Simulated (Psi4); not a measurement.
# Run report: SiO₂, single-point calculation (part 2 of 2)

The same run, continued: SiO₂, SMILES O=[Si]=O; FNO-CCSD(T)/cc-pVTZ, RHF (Psi4 1.11). The geometry was optimised with mp2/def2-SVP.

Geometry of the input (Å):
```
O  -0.5018  -0.3118  1.4138
Si -0.0002  0.0001  -0.0001
O  0.5017  0.3120  -1.4138
```

The program's output, continued
```
	total time  =          2 seconds =       0.03 minutes

        *****************************************************
        *                                                   *
        *                       CCSD                        *
        *                                                   *
        *****************************************************

  ==> Input parameters <==

        Freeze core orbitals?                 yes
        Use frozen natural orbitals?          yes
        r_convergence:                  1.000e-07
        e_convergence:                  1.000e-06
        Number of DIIS vectors:                 8
        Number of frozen core orbitals:         7
        Number of active occupied orbitals:     8
        Number of active virtual orbitals:     79
        Number of frozen virtual orbitals:      0

  ==> Memory <==

        available memory =                           1525.88 mb
        minimum memory requirements for CCSD =          9.26 mb
        (T) algorithm:                                  6.43 mb (low-memory)
        memory requirements for CCSD(T) =               6.43 mb

  ==> Define tiling <==

        v(ab,cd) diagrams will be evaluated in   1 blocks.
        v(ab,ci) diagrams will be evaluated in   1 blocks over ov2.
        v(ab,ci) diagrams will be evaluated in   1 blocks over ov.

  Allocate cpu memory (    85.44 mb).....done.
  Initialize cpu memory..................done.

  ==> MP4(SDQ) <==

        1st-order doubles amplitudes...............done.
        MP2 energy.................................done.
        MP3 energy.................................done.
        2nd-order singles and doubles amplitudes...done.
        MP4(SD)....................................done.
        MP4(Q).....................................done.

  Begin singles and doubles coupled cluster iterations

   Iter  DIIS          Energy       d(Energy)          |d(T)|     time
      0   0 1   -0.5805543077   -0.5805543077    0.0403260559        0
      1   1 1   -0.5747709074    0.0057834003    0.0261966608        0
      2   2 1   -0.5779260509   -0.0031551435    0.0141543080        1
      3   3 1   -0.5789570653   -0.0010310145    0.0040951068        0
      4   4 1   -0.5788150123    0.0001420530    0.0004810384        0
      5   5 1   -0.5787803966    0.0000346157    0.0002054810        0
      6   6 1   -0.5787911233   -0.0000107266    0.0000649967        1
      7   7 1   -0.5787890024    0.0000021208    0.0000271604        0
      8   8 1   -0.5787887928    0.0000002097    0.0000080734        0
      9   8 2   -0.5787893235   -0.0000005307    0.0000036801        0
     10   8 3   -0.5787891007    0.0000002228    0.0000014465        1
     11   8 4   -0.5787891513   -0.0000000506    0.0000005142        0
     12   8 5   -0.5787891563   -0.0000000050    0.0000001385        0
     13   8 6   -0.5787891501    0.0000000062    0.0000000366        1

  CCSD iterations converged!

        T1 diagnostic:                         0.024969244158
        D1 diagnostic:                         0.056885750612

        OS MP2 FNO correction:                -0.000000000000
        SS MP2 FNO correction:                 0.000000000000
        MP2 FNO correction:                   -0.000000000000

        OS MP2 correlation energy:            -0.435519232278
        SS MP2 correlation energy:            -0.157550407084
        MP2 correlation energy:               -0.593069639362
      * MP2 total energy:                   -439.307387907212

        OS MP2.5 correlation energy:          -0.434017975960
        SS MP2.5 correlation energy:          -0.144785369824
        MP2.5 correlation energy:             -0.578803345785
      * MP2.5 total energy:                 -439.293121613635

        OS MP3 correlation energy:            -0.432516719643
        SS MP3 correlation energy:            -0.132020332565
        MP3 correlation energy:               -0.564537052208
      * MP3 total energy:                   -439.278855320058

        OS MP4(SDQ) correlation energy:       -0.450278028588
        SS MP4(SDQ) correlation energy:       -0.127733576775
        MP4(SDQ) correlation energy:          -0.585448115817
      * MP4(SDQ) total energy:              -439.299766383667

        OS CCSD correlation energy:           -0.448103063636
        SS CCSD correlation energy:           -0.130686086447
        CCSD correlation energy:              -0.578789150083
      * CCSD total energy:                  -439.293107417934

  Total time for CCSD iterations:        2.34 s (user)
                                         1.44 s (system)
                                            4 s (total)

  Time per iteration:                    0.17 s (user)
                                         0.10 s (system)
                                         0.31 s (total)

	total time  =          5 seconds =       0.08 minutes

        ==> Resort (ov|vv) integrals for low-memory (T) computation <==

        *******************************************************
        *                                                     *
        *                      CCSD(T)                        *
        *                                                     *
        *******************************************************

        Using low-memory algorithm.

        num_threads:                      1
        available memory:        1525.88 mb
        memory requirements:        6.43 mb

        Number of abc combinations: 85320

        Computing (T) correction...

        % complete  total time
              10.0         0 s
              20.0         0 s
              30.0         1 s
              40.0         1 s
              50.0         2 s
              60.0         2 s
              70.0         3 s
              80.0         3 s
              90.0         4 s

        (T) energy                            -0.030188460775

        CCSD(T) correlation energy            -0.608977610857
      * CCSD(T) total energy                -439.323295878708

	total time  =          4 seconds =       0.07 minutes

  Variable Map:
  ----------------------------------------------------------------------------
  "(T) CORRECTION ENERGY"                  =>      -0.030188460775
  "CC D1 DIAGNOSTIC"                       =>       0.056885750612
  "CC T1 DIAGNOSTIC"                       =>       0.024969244158
  "CCSD CORRELATION ENERGY"                =>      -0.578789150083
  "CCSD DOUBLES ENERGY"                    =>      -0.578789150083
  "CCSD ITERATIONS"                        =>      14.000000000000
  "CCSD OPPOSITE-SPIN CORRELATION ENERGY"  =>      -0.448103063636
  "CCSD SAME-SPIN CORRELATION ENERGY"      =>      -0.130686086447
  "CCSD SINGLES ENERGY"                    =>       0.000000000000
  "CCSD TOTAL ENERGY"                      =>    -439.293107417934
  "CCSD(T) CORRELATION ENERGY"             =>      -0.608977610857
  "CCSD(T) TOTAL ENERGY"                   =>    -439.323295878708
  "CURRENT CORRELATION ENERGY"             =>      -0.608977610857
  "CURRENT ENERGY"                         =>    -439.323295878708
  "CURRENT REFERENCE ENERGY"               =>    -438.714318267851
  "DD SOLVATION ENERGY"                    =>       0.000000000000
  "HF KINETIC ENERGY"                      =>     438.312223677824
  "HF POTENTIAL ENERGY"                    =>    -877.026541945675
  "HF TOTAL ENERGY"                        =>    -438.714318267851
  "HF VIRIAL RATIO"                        =>       2.000917370240
  "MP2 CORRELATION ENERGY"                 =>      -0.593069639362
  "MP2 DOUBLES ENERGY"                     =>      -0.593069639362
  "MP2 OPPOSITE-SPIN CORRELATION ENERGY"   =>      -0.435519232278
  "MP2 SAME-SPIN CORRELATION ENERGY"       =>      -0.157550407084
  "MP2 SINGLES ENERGY"                     =>       0.000000000000
  "MP2 TOTAL ENERGY"                       =>    -439.307387907212
  "MP2.5 CORRELATION ENERGY"               =>      -0.578803345785
  "MP2.5 DOUBLES ENERGY"                   =>      -0.578803345785
  "MP2.5 OPPOSITE-SPIN CORRELATION ENERGY" =>      -0.434017975960
  "MP2.5 SAME-SPIN CORRELATION ENERGY"     =>      -0.144785369824
  "MP2.5 SINGLES ENERGY"                   =>       0.000000000000
  "MP2.5 TOTAL ENERGY"                     =>    -439.293121613635
  "MP3 CORRELATION ENERGY"                 =>      -0.564537052208
  "MP3 DOUBLES ENERGY"                     =>      -0.564537052208
  "MP3 OPPOSITE-SPIN CORRELATION ENERGY"   =>      -0.432516719643
  "MP3 SAME-SPIN CORRELATION ENERGY"       =>      -0.132020332565
  "MP3 SINGLES ENERGY"                     =>       0.000000000000
  "MP3 TOTAL ENERGY"                       =>    -439.278855320058
  "MP4(SDQ) CORRELATION ENERGY"            =>      -0.585448115817
  "MP4(SDQ) TOTAL ENERGY"                  =>    -439.299766383667
  "NUCLEAR REPULSION ENERGY"               =>      88.411692007060
  "ONE-ELECTRON ENERGY"                    =>    -783.805803705740
  "PCM POLARIZATION ENERGY"                =>       0.000000000000
  "PE ENERGY"                              =>       0.000000000000
  "SCF ITERATION ENERGY"                   =>    -438.714318267851
  "SCF ITERATIONS"                         =>      11.000000000000
  "SCF TOTAL ENERGY"                       =>    -438.714318267851
  "TWO-ELECTRON ENERGY"                    =>     256.679793430829

  Array Variable Map:
  ----------------------------------------------------------------------------
  "CURRENT DIPOLE"                         =>      -0.000464954247 ... -0.000001761204 1 by 3
  "SCF DIPOLE"                             =>      -0.000464954247 ... -0.000001761204 1 by 3
  "SCF TOTAL ENERGIES"                     =>    -437.468825745374 ... -438.714318267851 1 by 12

    Psi4 run time: 0:00:20.67
```

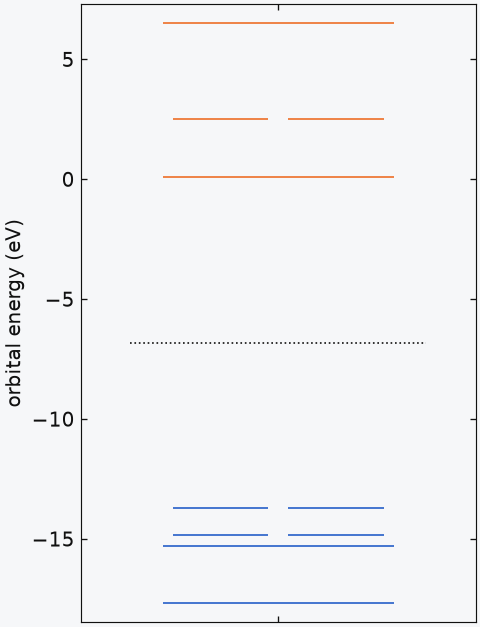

Fig. 1: Orbital energies near the frontier (SCF reference); the dotted line parts filled from empty levels, and levels within 0.02 eV of each other stand side by side. Highest filled −13.71 eV, lowest empty 0.09 eV, 13.80 eV apart.

Results in brief

```csv
quantity,value
outcome,converged
total energy,−439.323296 hartree
SCF energy,−438.714318 hartree
MP2 energy,−439.307388 hartree
CCSD energy,−439.293107 hartree
correlation energy,−0.608978 hartree
(T) correction,−0.030188 hartree
basis functions,94
T1 diagnostic,0.025
HOMO of the SCF reference,−13.71 eV
LUMO of the SCF reference,0.09 eV
hardware,"1 thread of INTEL XEON PLATINUM @ 2.10GHz (Emerald Rapids), 24 GiB of memory available, shared host"
wall time,22 s
peak memory,0.74 GiB
```

The record of the run, not the program, notes: large T1.
